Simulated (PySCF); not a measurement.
# C2H8SeSi: electronic excitations and core binding energies

Aim: predict the electronic excitations and core binding energies of C2H8SeSi (`CC[SiH2][SeH]`).

Computed with PySCF 2.14.0, with density-fitted response routines of our own, on a single molecule in the gas phase. Atoms count from 0, in the outputs and in this text.

### 1 The starting structure

12 atoms, charge 0, multiplicity 1; geometry from: GFN2-xTB.

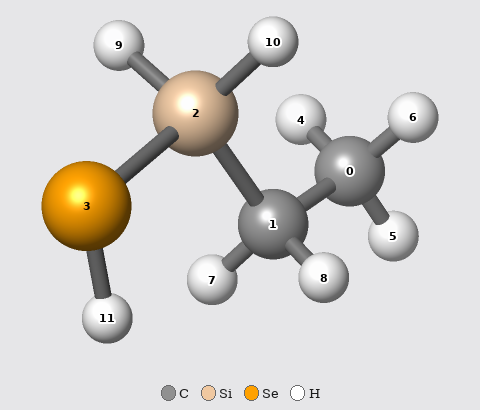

The starting geometry (carbon grey, silicon light orange, selenium orange, hydrogen white), atoms numbered.

### 2 Excited states and response: CAM-B3LYP/def2-SVPD

What the job is given:

```
{"job": {"kind": "uv", "xc": "CAM-B3LYP", "basis": "def2-SVPD", "nstates": 8, "ntriplets": 3}, "charge": 0, "multiplicity": 1}
C     -1.708854     0.176552     0.050335
C     -0.263416     0.458954    -0.334580
Si     0.948707    -0.741556     0.502446
Se     3.075939    -0.167224    -0.145458
H     -1.994397    -0.831457    -0.240584
H     -2.383434     0.876618    -0.439470
H     -1.845801     0.268625     1.124906
H     -0.161017     0.392086    -1.420258
H     -0.012224     1.486193    -0.060396
H      0.729547    -2.124840     0.081510
H      0.922854    -0.623514     1.959056
H      2.693293     0.828876    -1.103533
```

Method: TDDFT CAM-B3LYP/def2-SVPD, vertical, gas phase, core orbitals frozen in the response.

Started as:

```bash
$ OMP_NUM_THREADS=1 python probes_run.py task.json out
```

This one command runs all jobs of the session in turn.

The log of the run:

```text
coarse grid: 43880 points
cycle   1  E = -2771.7079108276  dE = -7.585e-01  |g| = 3.073e-01  |ddm| = 4.171e+00
cycle   2  E = -2771.7230507616  dE = -1.514e-02  |g| = 2.136e-01  |ddm| = 8.042e-01
cycle   3  E = -2771.7356892215  dE = -1.264e-02  |g| = 3.887e-02  |ddm| = 3.370e-01
cycle   4  E = -2771.7360255064  dE = -3.363e-04  |g| = 9.810e-03  |ddm| = 5.618e-02
cycle   5  E = -2771.7360528346  dE = -2.733e-05  |g| = 2.874e-03  |ddm| = 2.243e-02
cycle   6  E = -2771.7360552092  dE = -2.375e-06  |g| = 7.387e-04  |ddm| = 5.822e-03
final grid: 90392 points
cycle   7  E = -2771.7360023441  dE = -1.123e-07  |g| = 6.807e-04  |ddm| = 3.473e-03
cycle   8  E = -2771.7360023527  dE = -8.572e-09  |g| = 6.626e-04  |ddm| = 1.682e-03
cycle   9  E = -2771.7360024359  dE = -8.315e-08  |g| = 2.424e-05  |ddm| = 8.134e-04
cycle  10  E = -2771.7360024362  dE = -3.006e-10  |g| = 1.614e-05  |ddm| = 7.400e-05
converged SCF energy = -2771.7360024362

Static polarisability (au): isotropic 81.033, principal 69.084 74.336 99.679

Singlet excitations
state   eV       nm        f      main configurations
  1   5.3166    233.2   0.00755   H->L 0.43, H->L+2 0.33, H->L+1 0.17
  2   5.6672    218.8   0.02570   H->L 0.49, H->L+2 0.38
  3   6.3658    194.8   0.03150   H->L+1 0.66, H->L+2 0.13
  4   6.8513    181.0   0.00095   H->L+3 0.83, H->L+2 0.11
  5   7.0828    175.0   0.04620   H-1->L 0.64, H-1->L+2 0.14
  6   7.2732    170.5   0.03686   H->L+4 0.85
  7   7.3680    168.3   0.00341   H->L+5 0.75, H->L+6 0.10, H->L+7 0.10
  8   7.5160    165.0   0.12668   H-1->L+2 0.36, H-1->L 0.17, H->L+8 0.16

Triplet excitations (Tamm-Dancoff, eV): 4.8915 5.3245 6.1199
```

Wall time 20 s (1 thread of Arm Neoverse V2, shared host); peak memory 0.7 GiB.

Frontier orbitals and where they lie:

```
orbital      eV                         atoms
 HOMO−3  -11.25   Si2 22 %, C1 19 %, H10 13 %
 HOMO−2  -10.56   C1 24 %, Si2 24 %, Se3 14 %
 HOMO−1   -9.56   Se3 50 %, Si2 17 %, C1 15 %
   HOMO   -8.04   Se3 78 %, Si2 10 %, H11 7 %
   LUMO    0.71  Se3 41 %, Si2 18 %, H11 11 %
 LUMO+1    1.05   Se3 29 %, Si2 16 %, C0 10 %
 LUMO+2    1.16   Se3 55 %, Si2 19 %, H11 6 %
```

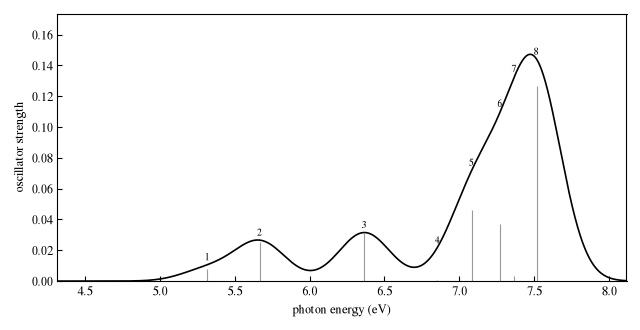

Absorption spectrum from the 8 singlet states computed; above the last one it falls off for lack of states. Lines are broadened to a width of 0.40 eV (Gaussian).

Ground-state properties from the same run:

```
           property  computed
  dipole moment (D)      2.09
polarisability (Å³)     12.01
 HOMO–LUMO gap (eV)      8.75
      −ε(HOMO) (eV)      8.04
```

### 3 Core-electron binding energies: SCAN, X2C

Settings changed since step 2:

```diff
@@ -1,2 +1,2 @@
-{"job": {"kind": "uv", "xc": "CAM-B3LYP", "basis": "def2-SVPD", "nstates": 8, "ntriplets": 3}, "charge": 0, "multiplicity": 1}
+{"job": {"kind": "xps"}, "charge": 0, "multiplicity": 1}
 C     -1.708854     0.176552     0.050335
```

Level: delta-SCF UKS SCAN, pcX-2 on the ionised atom, pcseg-1 elsewhere, spin-free X2C.

The log of the run:

```text
ground state, core basis on atom 0 (C), 144 functions
  cycle   1  E = -2794.44207195  |g| = 4.77e-01
  cycle   2  E = -2794.39465163  |g| = 6.28e-01
  cycle   3  E = -2794.50606582  |g| = 5.12e-02
  cycle   4  E = -2794.50665766  |g| = 2.71e-02
  cycle   5  E = -2794.50687357  |g| = 5.99e-03
  cycle   6  E = -2794.50688766  |g| = 2.05e-03
  cycle   7  E = -2794.50688953  |g| = 5.74e-04
  cycle   8  E = -2794.50688845  |g| = 1.05e-04
  E(ground) = -2794.55116617 Eh
hole in C 1s of atom 0
  cycle   1  E = -2783.26186367  |g| = 1.50e+00
  cycle   2  E = -2780.67113178  |g| = 2.27e+00
  cycle   3  E = -2783.56344161  |g| = 6.03e-01
  cycle   4  E = -2783.78491085  |g| = 2.48e-01
  cycle   5  E = -2783.81324734  |g| = 1.16e-01
  cycle   6  E = -2783.82029998  |g| = 2.91e-02
  cycle   7  E = -2783.82086389  |g| = 6.50e-03
  cycle   8  E = -2783.82088884  |g| = 2.73e-03
  cycle   9  E = -2783.82089410  |g| = 1.16e-03
  cycle  10  E = -2783.82089295  |g| = 3.76e-04
  E(ion) = -2783.86462526 Eh   <S^2> = 0.7678   hole on atom = 1.000   binding energy = 290.796 eV
ground state, core basis on atom 1 (C), 144 functions
  cycle   1  E = -2794.50793774  |g| = 5.90e-02
  cycle   2  E = -2794.50787887  |g| = 2.59e-02
  cycle   3  E = -2794.50793654  |g| = 2.09e-02
  cycle   4  E = -2794.50804085  |g| = 1.52e-03
  cycle   5  E = -2794.50804203  |g| = 3.52e-04
  E(ground) = -2794.55240710 Eh
hole in C 1s of atom 1
  cycle   1  E = -2783.26037500  |g| = 1.51e+00
  cycle   2  E = -2782.11881734  |g| = 2.04e+00
  cycle   3  E = -2783.75135053  |g| = 3.92e-01
  cycle   4  E = -2783.80632878  |g| = 2.13e-01
  cycle   5  E = -2783.83504180  |g| = 6.46e-02
  cycle   6  E = -2783.83727061  |g| = 1.15e-02
  cycle   7  E = -2783.83735431  |g| = 6.47e-03
  cycle   8  E = -2783.83739113  |g| = 1.76e-03
  cycle   9  E = -2783.83739336  |g| = 8.99e-04
  cycle  10  E = -2783.83739490  |g| = 2.54e-04
  E(ion) = -2783.88121294 Eh   <S^2> = 0.7689   hole on atom = 1.000   binding energy = 290.378 eV
ground state, core basis on atom 2 (Si), 155 functions
  cycle   1  E = -2794.60232900  |g| = 2.87e-01
  cycle   2  E = -2794.60238530  |g| = 3.43e-02
  cycle   3  E = -2794.60233260  |g| = 2.83e-02
  cycle   4  E = -2794.60248241  |g| = 7.54e-03
  cycle   5  E = -2794.60249960  |g| = 8.08e-04
  cycle   6  E = -2794.60249908  |g| = 1.61e-04
  E(ground) = -2794.60453917 Eh
hole in Si 1s of atom 2
  cycle   1  E = -2725.66265263  |g| = 4.35e+00
  cycle   2  E = -2725.43671752  |g| = 2.27e+00
  cycle   3  E = -2726.03870224  |g| = 9.62e-01
  cycle   4  E = -2726.63700057  |g| = 3.66e-01
  cycle   5  E = -2726.72884112  |g| = 6.95e-02
  cycle   6  E = -2726.73100090  |g| = 3.70e-02
  cycle   7  E = -2726.73181425  |g| = 1.30e-02
  cycle   8  E = -2726.73190909  |g| = 3.25e-03
  cycle   9  E = -2726.73191787  |g| = 8.81e-04
  cycle  10  E = -2726.73191890  |g| = 4.28e-04
  E(ion) = -2726.74225810 Eh   <S^2> = 0.7528   hole on atom = 1.000   binding energy = 1846.627 eV
hole in Si 2p of atom 2
  cycle   1  E = -2790.32034809  |g| = 1.24e+00
  cycle   2  E = -2789.93593808  |g| = 1.28e+00
  cycle   3  E = -2790.54383146  |g| = 3.81e-01
  cycle   4  E = -2790.64706964  |g| = 1.05e-01
  cycle   5  E = -2790.65436358  |g| = 2.60e-02
  cycle   6  E = -2790.65473311  |g| = 1.06e-02
  cycle   7  E = -2790.65479818  |g| = 3.48e-03
  cycle   8  E = -2790.65480275  |g| = 8.47e-04
  cycle   9  E = -2790.65480465  |g| = 4.24e-04
  E(ion) = -2790.66816294 Eh   <S^2> = 0.7535   hole on atom = 1.002   binding energy = 107.114 eV
  2p3/2 = 106.864 eV   2p1/2 = 107.489 eV
```

Run time: 29 s. Hardware: 1 thread of Arm Neoverse V2, shared host; peak memory 0.65 GiB.

The holes in one table. −ε is the ground-state orbital energy:

```
       hole  stands for                   environment  ΔSCF (eV; 2p as the shell's mean)  −ε (eV)   ⟨S²⟩
  C1s on C0          C0                 methyl carbon                             290.80    273.6  0.768
  C1s on C1          C1          sp3 CH2 bonded to Si                             290.38    273.7  0.769
Si1s on Si2         Si2  silicon bonded to C, Se, 2 H                            1846.63   1793.7  0.753
Si2p on Si2         Si2  silicon bonded to C, Se, 2 H                             107.07     96.5  0.754
```

With the spin-orbit splitting: Si2 2p3/2 106.86, 2p1/2 107.49 eV. The table gives each 2p level as the mean over the whole 2p shell (two parts 2p3/2, one part 2p1/2), which differs a little from the single hole in the log.

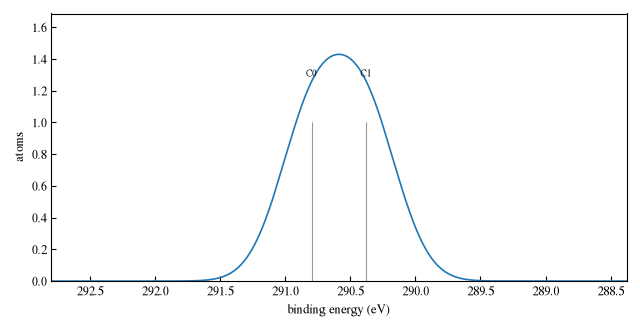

The C1s photoelectron lines, weighted by the number of atoms. Lines are broadened to a width of 0.60 eV (Gaussian).

### 4 Results

| quantity | value |
| --- | --- |
| lowest singlet (CAM-B3LYP/def2-SVPD) | 5.32 eV (233 nm), f = 0.008 |
| brightest single state of those computed | state 8, 7.52 eV, f = 0.127 |
| lowest triplet | 4.89 eV |
| C1s binding energies, SCAN/pcX-2 | C0 290.80, C1 290.38 eV |
| Si1s binding energies, SCAN/pcX-2 | Si2 1846.63 eV |
| Si2p binding energies, SCAN/pcX-2 | Si2 107.07 eV |

**Reading.** The first singlet state (HOMO→LUMO 0.43, HOMO→LUMO+2 0.33) lies at 5.32 eV and is weak; of the 8 states computed, the strongest absorption comes from state 8 at 7.52 eV (the last computed, so partners may be missing). The lowest triplet lies 0.43 eV below the lowest singlet (triplets in Tamm-Dancoff, singlets in full TDDFT). C0 (methyl carbon) binds its C1s electron 0.42 eV more tightly than C1 (sp3 CH2 bonded to Si).
